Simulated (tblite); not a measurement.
# Run report: Si₄N₂H₁₃ (charge −1), geometry relaxation (part 3 of 3)

Si₄N₂H₁₃, charge −1; GFN2-xTB geometry optimisation, gas phase (tblite 0.8.0). 

Geometry of the input (Å):
```
Si 1.3310  -0.5575  -0.2389
N  -0.1651  0.3319  0.2911
Si 0.0840  2.0475  0.8624
H  2.4688  0.0310  0.3514
H  1.4436  -0.4832  -1.6735
H  1.2476  -1.9143  0.1617
Si 0.9364  -3.2778  0.4310
N  -0.0658  -3.9764  -0.9271
Si -1.7593  -3.3026  -1.0956
H  2.1239  -4.0185  0.5667
H  0.1908  -3.3378  1.6589
H  -0.8351  -0.2237  0.7974
H  1.0766  2.0533  1.8690
H  -1.1177  2.5384  1.3951
H  0.5088  2.8519  -0.2285
H  0.4310  -4.1631  -1.8024
H  -2.6518  -4.3796  -1.4008
H  -1.7960  -2.3695  -2.1561
H  -2.1632  -2.7039  0.1262
```

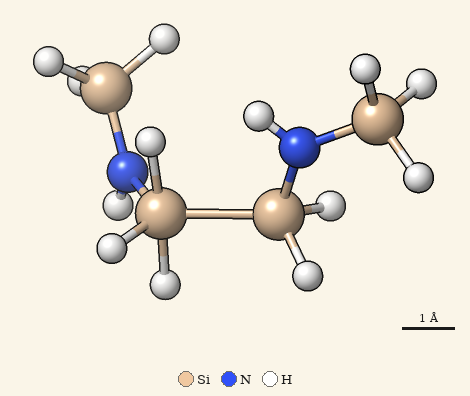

Fig. 1: The geometry at step 260 of the log (ball-and-stick view, seen at a tilt).

**Trajectory as extended XYZ, continued**
```
19
Properties=species:S:1:pos:R:3:forces:R:3 step=250 energy=-534.77580
Si    1.5092   -0.9055   -0.4143    0.0010   0.0110  -0.0080
N     0.6354    0.5319    0.1022   -0.0010   0.0060  -0.0010
Si    0.6755    2.1270   -0.4778   -0.0040  -0.0070   0.0010
H     2.9148   -0.5088   -0.1560   -0.0010   0.0000   0.0000
H     1.4838   -0.8146   -1.8977    0.0010   0.0000   0.0070
H     1.8381   -3.6677    0.1391    0.0020  -0.0010  -0.0010
Si    0.7001   -2.6957    0.7556   -0.0040  -0.0070   0.0030
N    -0.5227   -3.7382   -0.0213   -0.0140   0.0010  -0.0060
Si   -2.1864   -3.5062   -0.1789    0.0160  -0.0020   0.0160
H     1.1872   -3.0456    2.1248   -0.0010   0.0000   0.0010
H    -0.4958   -1.8443    1.4170    0.0000  -0.0010   0.0000
H    -0.1419    0.2917    0.6973    0.0020   0.0020  -0.0020
H     2.0586    2.6182   -0.5212    0.0030  -0.0010   0.0010
H    -0.1075    2.9731    0.4404    0.0020  -0.0030  -0.0040
H     0.1110    2.3223   -1.8301    0.0010   0.0000   0.0040
H    -0.1339   -4.5752   -0.4185   -0.0020   0.0070   0.0000
H    -2.7163   -4.6166   -1.0054   -0.0030  -0.0080  -0.0050
H    -2.5666   -2.2501   -0.8545    0.0000   0.0020  -0.0030
H    -2.9519   -3.5447    1.0863    0.0020   0.0020  -0.0020
19
Properties=species:S:1:pos:R:3:forces:R:3 step=260 energy=-534.77635
Si    1.5142   -0.8983   -0.3991   -0.0010  -0.0020   0.0020
N     0.6491    0.5549    0.0867   -0.0020   0.0070  -0.0040
Si    0.7675    2.1554   -0.4671    0.0000  -0.0050  -0.0010
H     2.9154   -0.5263   -0.0876   -0.0010   0.0000   0.0000
H     1.5472   -0.8049   -1.8821   -0.0010   0.0000   0.0020
H     1.7995   -3.6582    0.1759    0.0000   0.0010   0.0000
Si    0.6423   -2.6778    0.7436    0.0000   0.0030  -0.0030
N    -0.5519   -3.7245   -0.0711   -0.0030  -0.0040   0.0000
Si   -2.2278   -3.5635   -0.1779    0.0030   0.0010  -0.0010
H     1.0760   -3.0187    2.1327    0.0000   0.0000   0.0010
H    -0.5743   -1.8172    1.3498    0.0010   0.0000  -0.0010
H    -0.1624    0.3312    0.6408    0.0020  -0.0020   0.0010
H     2.1652    2.6040   -0.4331   -0.0010   0.0010   0.0000
H    -0.0368    3.0134    0.4208    0.0010  -0.0010  -0.0010
H     0.2791    2.3841   -1.8436    0.0010  -0.0010   0.0030
H    -0.1434   -4.5513   -0.4700   -0.0020   0.0050   0.0010
H    -2.7329   -4.6919   -0.9970    0.0010   0.0020   0.0010
H    -2.6750   -2.3215   -0.8394    0.0010  -0.0040   0.0020
H    -2.9603   -3.6371    1.1047    0.0010   0.0000  -0.0010
```
